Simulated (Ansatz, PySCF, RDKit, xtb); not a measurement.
# [BSiPH3]+: from the formula to a structure

Task: start from the formula [BSiPH3]+ (charge +1), draw up candidate structures, narrow them down in stages, and characterise the one that lies lowest at 298.15 K.

The funnel: GFN2-xTB relaxations, single points with a density functional, relaxations at PBE0-D4/def2-TZVP, harmonic vibrations, and a last energy at a higher level. All values are calculated.

7 further runs of the same task are left out: 7 set aside as unsound or not needed.

## Step 1: Possible bonding patterns

All bonding patterns within simple valence rules are listed by program: one Lewis structure each, at most two rings and one unusual centre or charged pair. O–O, O–halogen and N–halogen bonds and N–N–N chains are not drawn. That gives 28 candidates.

c002 B#[Si][P@H3+]; c106 B1[SiH]=[P@H+]1; c135 [SiH2+]B=P; c180 B[P@@H]#[Si+]; c216 B1[Si][P@H2+]1; c281 [BH+][SiH]=P; c289 [BH3-][P+]#[Si+]; c309 B[P@H]#[Si+]; c357 [Si]=B[P@H3+] (triplet); c377 [SiH+]=BP; c397 B=[P+]=[SiH2]; c454 [BH2-]1[Si+]=[P@H+]1; c508 [B+]=[SiH]P; c518 B1=[SiH][P@H2+]1; c555 B1=[P@H+][SiH2]1; c573 B1[SiH]=[P@@H+]1; c582 [BH2-]1[Si+]=[P@@H+]1; c613 B[Si]#[PH+]; c673 B=[Si]=[PH2+]; c690 B#[P@H][SiH2+]; c789 B=[P@H]=[SiH+]; c805 B#[P@@H][SiH2+]; c819 B[P+]#[SiH]; c878 B1=[P@@H+][SiH2]1; c894 B#[P+][SiH3]; c922 B=[P@@H]=[SiH+]; c985 [Si]=B[P@H3+]; c990 B1[Si][P@H2+]1 (triplet).

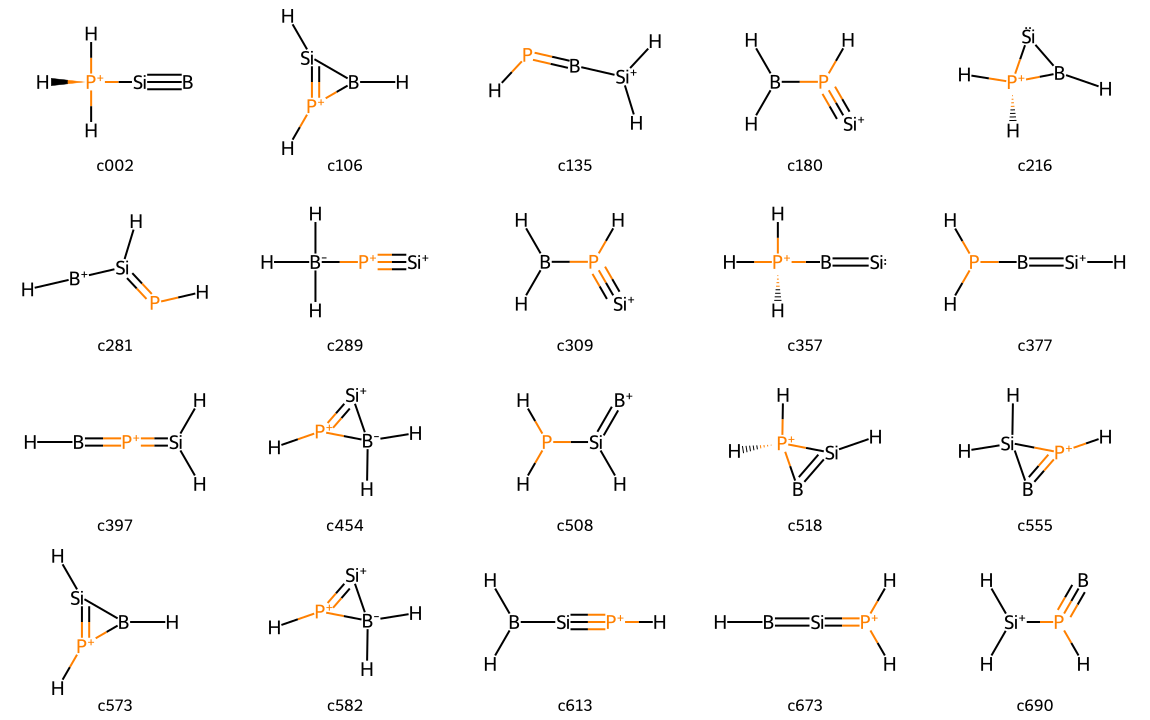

Structural formulas of the candidates (the first 20).

Candidates are built by distance geometry, with a force field where one applies, in up to four conformers (letters a to d). 6 starts with atoms placed at random are added, to find patterns that the rules miss.

## Step 2: Cheap relaxation of all starts

All 36 starts are relaxed the same way. One of them, c771 (atoms placed at random), in full:

Contents of start.xyz:

```xyz
6
c771
B     -0.339390    -0.372890    -0.729150
P     -0.829540    -0.937370     1.802070
Si     1.081110     0.077240     1.598060
H     -0.119830     0.378360     1.230560
H      0.999510    -0.654260     0.031670
H     -1.697910    -0.806880     0.364610
```

On the command line:

```bash
$ xtb start.xyz --gfn 2 --opt --chrg 1
```

Output, cut to the lines that bear on the results:

```text
* xtb version 6.7.1
[...]
          :  # basis functions                  27          :
[...]
          :  # electrons                        14          :
[...]
          :  Hamiltonian                  GFN2-xTB          :
[...]
          :  net charge                          1          :
          :  unpaired electrons                  0          :
[...]
   *** convergence criteria satisfied after 21 iterations ***
[...]
   *** GEOMETRY OPTIMIZATION CONVERGED AFTER 35 ITERATIONS ***
[...]
   *** convergence criteria satisfied after 3 iterations ***
[...]
         ::                     SUMMARY                     ::
         :::::::::::::::::::::::::::::::::::::::::::::::::::::
         :: total energy              -6.532041833470 Eh    ::
         :: gradient norm              0.000908865589 Eh/a0 ::
         :: HOMO-LUMO gap              1.712186706807 eV    ::
         ::.................................................::
         :: SCC energy                -6.590206279761 Eh    ::
         :: -> isotropic ES            0.111313635687 Eh    ::
         :: -> anisotropic ES         -0.013678221593 Eh    ::
         :: -> anisotropic XC         -0.014353030428 Eh    ::
         :: -> dispersion             -0.003127994456 Eh    ::
         :: repulsion energy           0.058164446291 Eh    ::
         :: add. restraining           0.000000000000 Eh    ::
         :: total charge               1.000000000000 e     ::
         :::::::::::::::::::::::::::::::::::::::::::::::::::::
[...]
         7        2.0000           -0.5594479             -15.2234 (HOMO)
         8                         -0.4965262             -13.5112 (LUMO)
[...]
          | TOTAL ENERGY               -6.532041833470 Eh   |
          | GRADIENT NORM               0.000908865589 Eh/α |
          | HOMO-LUMO GAP               1.712186706807 eV   |
           -------------------------------------------------
[...]
```

Wall time 0.12 s (2 threads of Intel Xeon Platinum 8375C at 2.90GHz (Ice Lake), shared host).

## Step 3: Distinct minima at GFN2-xTB

36 of the 36 relaxations converged; 16 ended on a minimum already found. 20 distinct structures remain:

```tsv
label	start	SMILES after	spin	energy (kcal/mol)	note
c636	random and drawn	B[P+]#[SiH]	singlet	0.0	
c613a	drawn	B[Si]#[PH+]	singlet	5.6	
c238	random and drawn	[BH2][PH][Si] ‡	singlet	6.4	
c397a	drawn	B=[P+]=[SiH2]	singlet	9.5	
c135a	drawn	[SiH2][BH][P] ‡	singlet	13.6	bonds changed
c281a	drawn	[BH]1[SiH][PH]1 ‡	singlet	18.3	bonds changed
c555a	drawn	[SiH2+]B=P	singlet	19.9	bonds changed
c216a	drawn and random	[Si][BH][PH2] ‡	singlet	22.9	bonds changed
c289a	drawn	[BH3][P][Si] ‡	singlet	29.8	
c922a	drawn and random	[BH][PH][SiH] ‡	singlet	33.4	
c518a	drawn	[SiH+]=BP	singlet	34.9	bonds changed
c508a	drawn	[SiH+]=BP	singlet	35.3	bonds changed
c673a	drawn	B=[Si]=[PH2+]	singlet	40.9	
c990b	drawn	B1[Si][P@H2+]1	triplet	59.4	
c990a	drawn	B1[Si][P@H2+]1	triplet	59.6	
c985a	drawn	[Si]=B[P@H3+]	singlet	62.5	
c357a	drawn	[Si]=B[P@H3+]	triplet	68.3	
c894a	drawn	B#[P+][SiH3]	singlet	70.2	
c690a	drawn	B#[PH][SiH2+]	singlet	83.5	
c002a	drawn	B#[Si][P@H3+]	singlet	100.0
```

‡ marks the bonded skeleton alone, with all bonds drawn single: no Lewis structure was assigned that passes a check against the bond lengths.

GFN2-xTB has no spin polarisation, so it can't rank spin states and is rough for open shells.

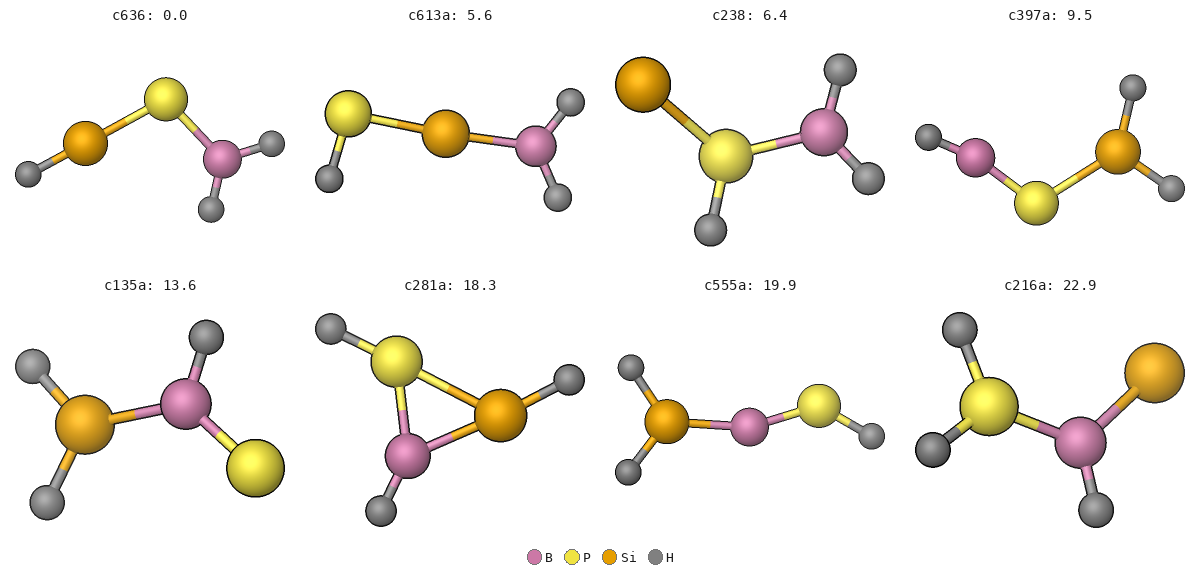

The 8 lowest minima that did not fall apart, with their GFN2-xTB energies in kcal/mol.

## Step 4: Screening with a density functional

A choice of the minima (the low ones first, few conformers of a pattern, up to a cap) and the lowest that fell apart get a single point at r2SCAN-D4/def2-SVP on the tight-binding geometry, and one at HF/STO-3G for comparison. The lowest singlets are also tried as triplets at the same geometry (label ending in t). The first, c636:

Contents of input.yaml:

```yaml
basis:
  gaussian:
    orbitals: def2-SVP
crystal:
  periodic: [false, false, false]
  atoms:
    - symbol: B
      position_ang: [0.801548, -0.560131, -1.710744]
    - symbol: P
      position_ang: [-0.703970, -1.217618, -0.822075]
    - symbol: Si
      position_ang: [-0.195235, -1.144157, 1.184823]
    - symbol: H
      position_ang: [0.735919, -0.527729, -2.874302]
    - symbol: H
      position_ang: [0.160001, -1.101265, 2.606711]
    - symbol: H
      position_ang: [1.768827, -0.194020, -1.177062]
total_charge: 1
hamiltonian:
  xc: {name: r2SCAN}
  dispersion: d4
scf:
  lower_state_search: "off"
output:
  orbitals: {seedname: orbitals}
```

On the command line:

```bash
$ ansatz run input.yaml --threads 2 --pin off --max-ram 4350MiB --events-out events.jsonl --progress --plain --runs-dir runs
```

Output, cut to the lines that bear on the results:

```text
Warning: RAYON_NUM_THREADS=2 ignored (pool sized by the plan → 2); use --threads N
Functional definition: r2SCAN
  name "r2SCAN"
[...]
731 factors; their error is unknown
[...]
mean field -17872.68749949 eV, -656.8091510635 hartree, gradient 3.7e-6 eV, S^2 0.000000; 0 other end points of the search recorded, 0 dependent functions left out
reference -17872.68750874 eV, -656.8091514035 hartree; 18, 18 occupied and 47, 47 virtual orbitals, 731 factors
Total energy: -17872.71285764 eV, -656.8100829584 hartree
Checks for a lower state left out: stability, starts, cluster_reference, orbital_swaps, neighbouring_geometries, increment
```

Wall time 0.68 s (2 threads of Intel Xeon Platinum 8375C at 2.90GHz (Ice Lake), shared host).

Relative energies in kcal/mol, each column from its lowest structure that stays in one piece:

```tsv
label	SMILES	spin	GFN2-xTB	HF/STO-3G	r2SCAN-D4/def2-SVP
c397a	B=[P+]=[SiH2]	singlet	9.5	29.0	0.0
c281a	[BH]1[SiH][PH]1 ‡	singlet	18.3	40.7	0.9
c238	[BH2][PH][Si] ‡	singlet	6.4	0.0	1.4
c216a	[Si][BH][PH2] ‡	singlet	22.9	19.3	11.4
c613a	B[Si]#[PH+]	singlet	5.6	38.9	14.7
c636	B[P+]#[SiH]	singlet	0.0	43.7	19.1
c555a	[SiH2+]B=P	singlet	19.9	51.2	20.5
c135a	[SiH2][BH][P] ‡	singlet	13.6	25.1	21.5
c238t	[BH2][PH][Si] ‡	triplet	–	–	37.7
c397at	B=[P+]=[SiH2]	triplet	–	–	50.9
c281at	[BH]1[SiH][PH]1 ‡	triplet	–	–	65.0
```

‡ marks the bonded skeleton alone, with all bonds drawn single: no Lewis structure was assigned that passes a check against the bond lengths.

## Step 5: A second chance for lost patterns

Some ordinary bonding patterns rearranged or fell apart under GFN2-xTB. Their starts are relaxed at r2SCAN-D4/def2-SVP instead (label ending in r). The first, c555ar:

Contents of input.yaml:

```yaml
crystal:
  periodic: [false, false, false]
  atoms:
    - {symbol: B, position_ang: [-0.614596, 0.041237, 0.545680]}
    - {symbol: P, position_ang: [-1.502756, 1.298427, 0.733715]}
    - {symbol: Si, position_ang: [-2.251196, -0.455653, 1.753508]}
    - {symbol: H, position_ang: [-1.903617, 2.641612, 0.512914]}
    - {symbol: H, position_ang: [-2.628966, -1.662430, 1.006411]}
    - {symbol: H, position_ang: [-2.082575, -0.474539, 3.200247]}
basis:
  gaussian: {orbitals: def2-SVP}
total_charge: 1
hamiltonian: {xc: {name: r2SCAN}, dispersion: d4}
scf: {lower_state_search: off}
relax: {f_tol: 0.01}
output: {orbitals: {seedname: orbitals}}
```

On the command line:

```bash
$ ansatz run input.yaml --threads 2 --pin off --max-ram 4350MiB --events-out events.jsonl --progress --plain --runs-dir runs
```

Output, cut to the lines that bear on the results:

```text
Warning: RAYON_NUM_THREADS=2 ignored (pool sized by the plan → 2); use --threads N
[...]
[... 2 set-up lines as earlier in the session ...]
[...]
731 factors; their error is unknown
[...]
mean field -17870.57380623 eV, -656.7314742690 hartree, gradient 3.7e-6 eV, S^2 0.000000; 0 other end points of the search recorded, 0 dependent functions left out
[...]
reference -17870.57381548 eV, -656.7314746088 hartree; 18, 18 occupied and 47, 47 virtual orbitals, 731 factors
[...]
Atom 2 at    -2.069360    -0.720194     1.854754 Å, force    -0.000330    -0.001011     0.003007 eV/Å
Atom 3 at    -1.379833     2.024210     1.084482 Å, force     0.000527     0.001192     0.000314 eV/Å
Atom 4 at    -2.409078    -2.066066     1.340962 Å, force     0.000720     0.002318     0.004444 eV/Å
Atom 5 at    -2.021062    -0.537654     3.323516 Å, force    -0.000952    -0.003376    -0.006999 eV/Å
Dipole moment:    -0.111912    -0.447236     0.487374 e Å
Checks for a lower state left out: stability, starts, cluster_reference, orbital_swaps, neighbouring_geometries, increment
```

Run time: 16 s. Hardware: 2 threads of Intel Xeon Platinum 8375C at 2.90GHz (Ice Lake), shared host.

Energies at r2SCAN-D4/def2-SVP after that relaxation, from the lowest structure of the screen (which was not relaxed at this level):

```tsv
label	SMILES	spin	energy (kcal/mol)
c555ar	[SiH2][B]1[H][P]1 ‡	singlet	6.6
c281ar	[H]1[BH]2[SiH][P]12 ‡	singlet	3.4
c508ar	[B][SiH][PH2] ‡	singlet	70.7
```

‡ marks the bonded skeleton alone, with all bonds drawn single: no Lewis structure was assigned that passes a check against the bond lengths.

## Step 6: Refinement at PBE0-D4/def2-TZVP

6 candidates are relaxed at PBE0-D4/def2-TZVP (chosen among the lowest in one piece). The first, c397a:

Contents of input.yaml:

```yaml
crystal:
  periodic: [false, false, false]
  atoms:
    - symbol: B
      position_ang: [-2.333919, 1.645898, 0.126401]
    - symbol: P
      position_ang: [-2.791621, 0.066389, 0.571643]
    - symbol: Si
      position_ang: [-1.498057, -0.713495, 2.095524]
    - symbol: H
      position_ang: [-2.228337, 2.690093, -0.340402]
    - symbol: H
      position_ang: [-0.341095, -0.202408, 2.830354]
    - symbol: H
      position_ang: [-1.841781, -2.068382, 2.504070]
basis:
  gaussian:
    orbitals: def2-TZVP
scf:
  lower_state_search: off
total_charge: 1
hamiltonian:
  xc: pbe0
  dispersion: d4
relax:
  f_tol: 0.003
```

On the command line:

```bash
$ ansatz run input.yaml --threads 2 --pin off --max-ram 4350MiB --events-out events.jsonl --progress --plain --runs-dir runs
```

Output, cut to the lines that bear on the results:

```text
Warning: RAYON_NUM_THREADS=2 ignored (pool sized by the plan → 2); use --threads N
[...]
Functional definition: PBE0
  name "PBE0"
[...]
851 factors; their error is unknown
[...]
mean field -17874.29210805 eV, -656.8681193405 hartree, gradient 2.9e-6 eV, S^2 0.000000; 0 other end points of the search recorded, 0 dependent functions left out
[...]
reference -17874.29214005 eV, -656.8681205165 hartree; 18, 18 occupied and 105, 105 virtual orbitals, 851 factors
[...]
Atom 2 at    -1.687733    -0.509319     1.822254 Å, force     0.000247     0.000168     0.000106 eV/Å
Atom 3 at    -1.605651     2.240221     0.440850 Å, force    -0.000298    -0.000432    -0.000045 eV/Å
Atom 4 at    -0.634603     0.454895     2.220680 Å, force    -0.000124    -0.000227     0.000037 eV/Å
Atom 5 at    -1.663057    -1.805546     2.528172 Å, force    -0.000084     0.000262    -0.000220 eV/Å
Dipole moment:     0.309337     0.131724     0.197059 e Å
Checks for a lower state left out: stability, starts, cluster_reference, orbital_swaps, neighbouring_geometries, increment
```

Wall time 14 s (2 threads of Intel Xeon Platinum 8375C at 2.90GHz (Ice Lake), shared host).

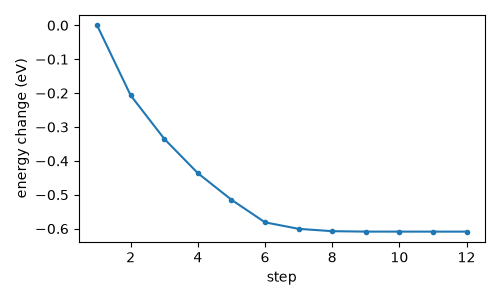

Energy along the run, all evaluated steps.

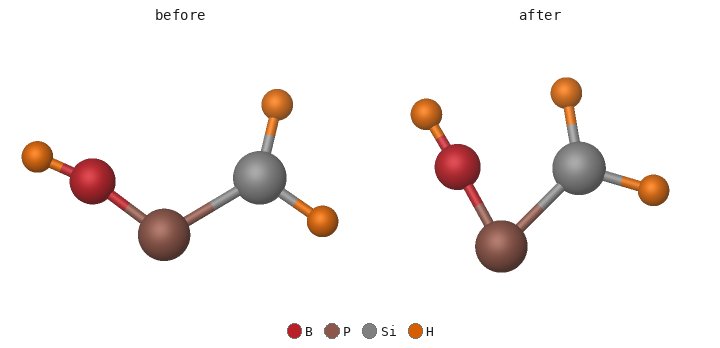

Before and after, at one scale.

After the run. Bond lengths: B1–P2 1.748 Å, P2–Si3 2.134 Å, B1–H4 1.178 Å, Si3–H5 1.482 Å, Si3–H6 1.476 Å. Angles: B1–P2–Si3 72.3°, P2–B1–H4 178.2°, P2–Si3–H5 126.8°, P2–Si3–H6 117.7°, H5–Si3–H6 115.5°. A long bond or contact: B1–Si3 2.311 Å.

## Step 7: After refinement

```tsv
label	spin	r2SCAN-D4/def2-SVP (kcal/mol)	PBE0-D4/def2-TZVP, relaxed (kcal/mol)	time	note
c397a	singlet	0.0	0.0	14 s	rearranged to [BH]1[SiH2][P]1 ‡
c238	singlet	1.4	1.6	25 s	rearranged to [H]1[BH][PH][Si]1 ‡
c281a	singlet	0.9	8.6	10 s	
c281ar	singlet	3.4	16.7	6.9 s	
c216a	singlet	11.4	21.6	20 s	rearranged to [H]1[Si]2[BH][PH]12 ‡
c555ar	singlet	6.6	22.9	6.6 s	H-bridged
```

‡ marks the bonded skeleton alone, with all bonds drawn single: no Lewis structure was assigned that passes a check against the bond lengths.

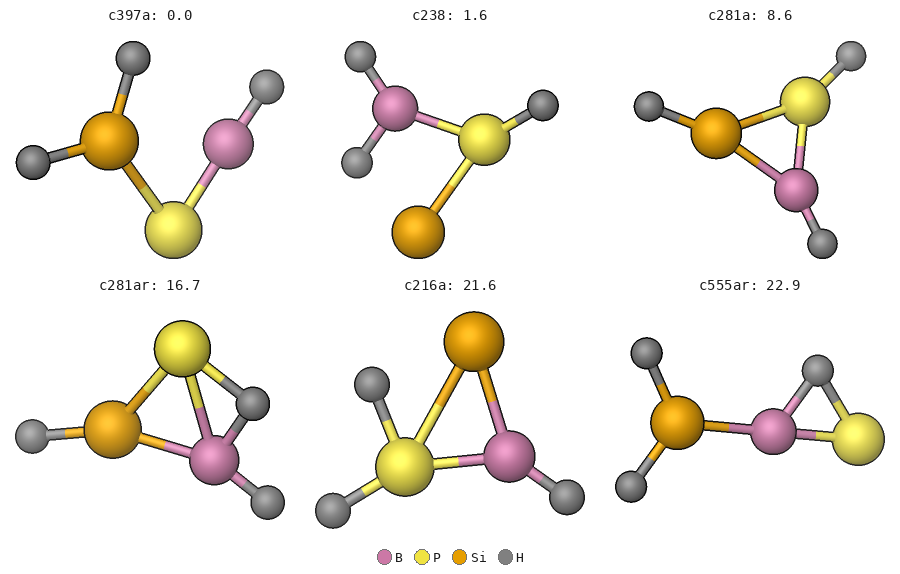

The relaxed structures, with energies at PBE0-D4/def2-TZVP in kcal/mol.

## Step 8: Vibrations and thermal terms

The lowest few in one piece go on as finalists (c281ar, c216a, c555ar drop out). Harmonic vibrations at PBE0-D4/def2-TZVP test each finalist and give the zero-point energy and the thermal terms. The first, c397a:

Contents of input.yaml:

```yaml
crystal:
  periodic: [false, false, false]
  atoms:
    - {symbol: B, position_ang: [-2.237070, 1.245630, 0.421887]}
    - {symbol: P, position_ang: [-3.206695, -0.207786, 0.353747]}
    - {symbol: Si, position_ang: [-1.687733, -0.509319, 1.822254]}
    - {symbol: H, position_ang: [-1.605651, 2.240221, 0.440850]}
    - {symbol: H, position_ang: [-0.634603, 0.454895, 2.220680]}
    - {symbol: H, position_ang: [-1.663057, -1.805546, 2.528172]}
basis:
  gaussian: {orbitals: def2-TZVP}
total_charge: 1
hamiltonian: {xc: pbe0, dispersion: d4}
scf: {lower_state_search: "off"}
phonons: {}
```

On the command line:

```bash
$ ansatz run input.yaml --threads 2 --pin off --max-ram 4350MiB --events-out events.jsonl --progress --plain --runs-dir runs
```

Output, cut to the lines that bear on the results:

```text
Warning: RAYON_NUM_THREADS=2 ignored (pool sized by the plan → 2); use --threads N
[... 2 set-up lines as earlier in the session ...]
[...]
851 factors; their error is unknown
[...]
mean field -17874.91229032 eV, -656.8909106184 hartree, gradient 2.1e-6 eV, S^2 0.000000; 0 other end points of the search recorded, 0 dependent functions left out
[...]
reference -17874.91232014 eV, -656.8909117145 hartree; 18, 18 occupied and 105, 105 virtual orbitals, 851 factors
[...]
Atom 4 at    -0.634603     0.454895     2.220680 Å, force    -0.000122    -0.000213     0.000032 eV/Å
Atom 5 at    -1.663057    -1.805546     2.528172 Å, force    -0.000103     0.000257    -0.000233 eV/Å
Dipole moment:     0.309337     0.131724     0.197059 e Å
Vibrations: 278.51 290.46 449.01 551.97 596.71 708.70 762.03 926.19 959.35 2244.25 2290.07 2808.05 cm⁻¹, zero-point energy 0.797546 eV
Checks for a lower state left out: stability, starts, cluster_reference, orbital_swaps, neighbouring_geometries, increment
```

Run time: 38 s. Hardware: 2 threads of Intel Xeon Platinum 8375C at 2.90GHz (Ice Lake), shared host.

## Step 9: Zero-point energy and free-energy terms

At 298.15 K and 1 atm, ideal gas, rigid rotor and harmonic oscillator:

```tsv
label	SMILES	spin	point group	lowest mode (cm⁻¹)	zero-point (kcal/mol)	G − E (kcal/mol)
c397a	[BH]1[SiH2][P]1 ‡	singlet	Cs	279	18.4	1.5
c238	[H]1[BH][PH][Si]1 ‡	singlet	C1	157	18.8	1.4
c281a	[H][P+]1=[SiH]B1	singlet	Cs	326	18.5	1.8
```

Chiral structures get −RT ln 2 for their mirror image.

‡ marks the bonded skeleton alone, with all bonds drawn single: no Lewis structure was assigned that passes a check against the bond lengths.

## Step 10: Last filter: a higher level

Each finalist gets a single point at CCSD(T)/def2-TZVPP.

c397a, CCSD(T)/def2-TZVPP:

input.yaml: that of step 8 with these lines changed.

```diff
@@ -10,6 +10,7 @@
 basis:
-  gaussian: {orbitals: def2-TZVP}
+  gaussian:
+    orbitals: def2-TZVPP
 total_charge: 1
-hamiltonian: {xc: pbe0, dispersion: d4}
-scf: {lower_state_search: "off"}
-phonons: {}
+correlation:
+  method: ccsd_t
+  frozen_orbitals: {H: 0, B: 1, Si: 5, P: 5}
```

On the command line:

```bash
$ ansatz run input.yaml --threads 2 --pin off --max-ram 4350MiB --events-out events.jsonl --progress --plain --runs-dir runs
```

Output, cut to the lines that bear on the results:

```text
Warning: RAYON_NUM_THREADS=2 ignored (pool sized by the plan → 2); use --threads N
Functional definition: HF
  name "HF"
[...]
914 factors; integrals over basis functions are off by at most 1.0e-3 eV
[...]
mean field -17845.47611267 eV, -655.8091510426 hartree, gradient 4.7e-6 eV, S^2 0.000000; 0 other end points of the search recorded, 0 dependent functions left out
11 core orbitals not correlated: weight in the atoms' cores, before any rotation towards them, 1.000 or more for the frozen orbitals, at most 0.000 for the correlated occupied ones
reference -17845.47611267 eV, -655.8091510426 hartree; 7, 7 occupied and 139, 139 virtual orbitals, 914 factors
second order -9.21194410 eV of doubles, -0.00000000 eV of singles
cycle   1  -9.73488674 eV  change   -5.2e-1 eV  update   9.2e-2
[...]
cycle  11  -10.15006037 eV  change   -5.2e-6 eV  update   5.7e-6
perturbative correction -0.58249463 eV, -0.0214062829 hartree
Total energy: -17856.20866767 eV, -656.2035651640 hartree
```

It took 9.3 s on 2 threads of Intel Xeon Platinum 8375C at 2.90GHz (Ice Lake), shared host; peak memory 0.99 GiB.

(Part 1 of 2 ends here.)
